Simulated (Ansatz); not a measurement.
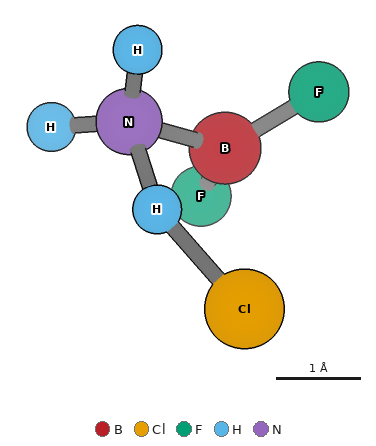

**Figure 1.** The structure as given in the input (ball-and-stick view, seen at a tilt). Bond lengths as drawn: B–F 1.32 Å, B–N 1.51 Å, Cl–H 1.58 Å and H–N 1.02 to 1.28 Å.

**Phonon calculation, with input and output: BNH$_{3}$ClF$_{2}$**

System: BNH$_{3}$ClF$_{2}$.
Method: UKS B3LYP-D4/def2-SVP (Ansatz 0.2.0).

It belongs to a series of runs on one base structure; here: vibrations at the highest image of the band.

The input
```yaml
crystal:
  periodic: [false, false, false]
  atoms:
    - { symbol: B, position_ang: [-0.398319, 0.63659, -0.316667] }
    - { symbol: Cl, position_ang: [1.227777, -0.702677, -1.656777] }
    - { symbol: F, position_ang: [-1.547308, 0.439109, -0.93533] }
    - { symbol: F, position_ang: [0.154216, 1.834177, -0.266963] }
    - { symbol: H, position_ang: [0.774453, -0.866863, -0.147683] }
    - { symbol: "N", position_ang: [0.007593, -0.363577, 0.740986] }
    - { symbol: H, position_ang: [-0.729525, -1.001938, 1.0429] }
    - { symbol: H, position_ang: [0.511014, 0.025079, 1.539433] }
magnetization:
  spin_polarized: true
basis:
  gaussian: { orbitals: def2-SVP }
hamiltonian:
  xc: b3lyp
  dispersion: d4
phonons: {}
```

Hardware: 2 threads of Intel Xeon (Sapphire Rapids), 16 GiB of memory available, shared host.

Command:
```bash
ansatz run input.yaml --threads 2 --pin off --max-ram 3072MiB --backend cpu --events-out ev --progress --plain --runs-dir out
```

What the program printed
```
Engine: ansatz 0.2.0, x86_64-unknown-linux-gnu
Functional definition: B3LYP
  parameter a0 = 0.2
  parameter ax = 0.72
  parameter ac = 0.81
  exchange = (1 - a0 - ax)*slater_x + ax*b88_x + a0*exact_x
  correlation = (1 - ac)*vwn_rpa_c + ac*lyp_c
940 factors; integrals over basis functions are off by at most 3.0e-4 eV
mean field evaluation 1: about -20161.4078 eV, gradient 3.8e1 eV
mean field evaluation 2: about -20157.9098 eV, gradient 4.9e1 eV
mean field evaluation 4: about -20166.4800 eV, gradient 9.6e-1 eV
mean field evaluation 8: about -20166.5374 eV, gradient 4.0e-2 eV
mean field -20166.53743706 eV, -741.1065814418 hartree, gradient 2.9e-5 eV, S^2 0.000000; 0 other end points of the search recorded, 0 dependent functions left out
the calculation of the forces begins
reference -20166.53763680 eV, -741.1065887822 hartree; 25, 25 occupied and 64, 64 virtual orbitals, 940 factors
these checks for a lower state are left out or cut short: stability, starts, cluster_reference, orbital_swaps, neighbouring_geometries, increment
940 factors; integrals over basis functions are off by at most 3.0e-4 eV
mean field evaluation 16: about -20166.4843 eV, gradient 2.3e-1 eV
mean field -20166.53736145 eV, -741.1065786633 hartree, gradient 1.7e-6 eV, S^2 0.000000; 0 other end points of the search recorded, 0 dependent functions left out
[... from here on the field's lines of each further geometry are left out, up to the last ...]
the calculation of the forces begins
reference -20166.53755293 eV, -741.1065857001 hartree; 25, 25 occupied and 64, 64 virtual orbitals, 940 factors
these checks for a lower state are left out or cut short: stability, starts, cluster_reference, orbital_swaps, neighbouring_geometries, increment
940 factors; integrals over basis functions are off by at most 3.0e-4 eV
mean field -20166.53734467 eV, -741.1065780465 hartree, gradient 1.1e-6 eV, S^2 0.000000; 0 other end points of the search recorded, 0 dependent functions left out
the calculation of the forces begins
reference -20166.53754434 eV, -741.1065853842 hartree; 25, 25 occupied and 64, 64 virtual orbitals, 940 factors
WARN: phonons: modes at or below zero, which the zero-point energy, F, S and C_V leave out: 1, the lowest at -988.55 cm⁻¹. A minimum has none, and a first-order saddle one
Total energy: -20166.77056403 eV, -741.1151487000 hartree
Atom 0 at    -0.398319     0.636590    -0.316667 Å, force     0.011857    -0.015784     0.013238 eV/Å
Atom 1 at     1.227777    -0.702677    -1.656777 Å, force    -0.000531     0.001349     0.001746 eV/Å
Atom 2 at    -1.547308     0.439109    -0.935330 Å, force    -0.001717     0.006609    -0.003995 eV/Å
Atom 3 at     0.154216     1.834177    -0.266963 Å, force    -0.006395     0.005753    -0.004955 eV/Å
Atom 4 at     0.774453    -0.866863    -0.147683 Å, force     0.001055    -0.002662     0.002063 eV/Å
Atom 5 at     0.007593    -0.363577     0.740986 Å, force    -0.014732     0.006553     0.006436 eV/Å
Atom 6 at    -0.729525    -1.001938     1.042900 Å, force     0.000289    -0.003369    -0.007111 eV/Å
Atom 7 at     0.511014     0.025079     1.539433 Å, force     0.010174     0.001552    -0.007421 eV/Å
Dipole moment:    -0.289227    -0.172750     1.094621 e Å
Vibrations: -988.55 165.29 174.96 310.38 365.24 427.48 519.82 614.72 830.54 872.10 932.42 1291.99 1296.69 1475.77 1496.00 1585.95 3503.68 3603.99 cm⁻¹, zero-point energy 1.206802 eV
```

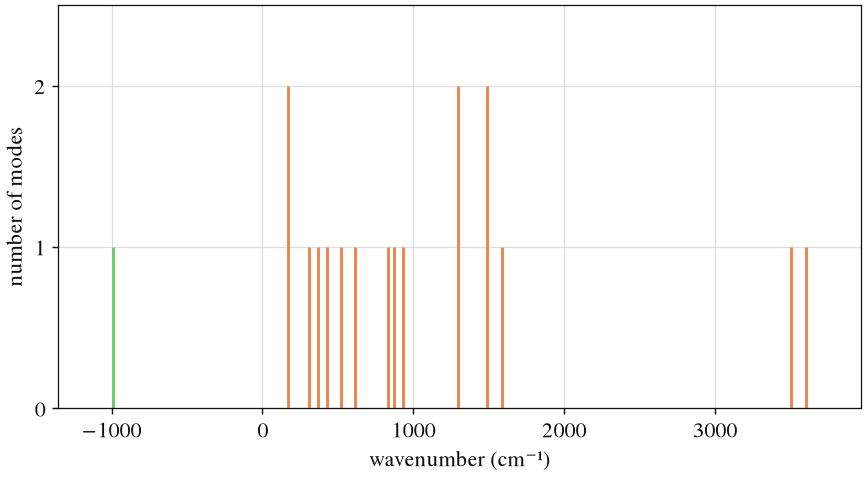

**Figure 2.** Harmonic vibrational wavenumbers from the force constants; neighbouring modes closer than 21 cm⁻¹ are counted in one stick, and imaginary ones are drawn at negative wavenumbers. 18 modes from 989i to 3604 cm⁻¹, 1 imaginary beyond 8i (989i cm⁻¹): a first-order saddle point, if the geometry is stationary.

Summary

| quantity | value |
| --- | --- |
| outcome | converged |
| total energy | −20166.7706 eV |
| mean-field energy | −20166.5376 eV |
| largest force (length of the vector) | 0.024 eV/Å |
| wall time | 61 s (CPU time 1.9 min) |
| peak memory | 0.26 GiB |
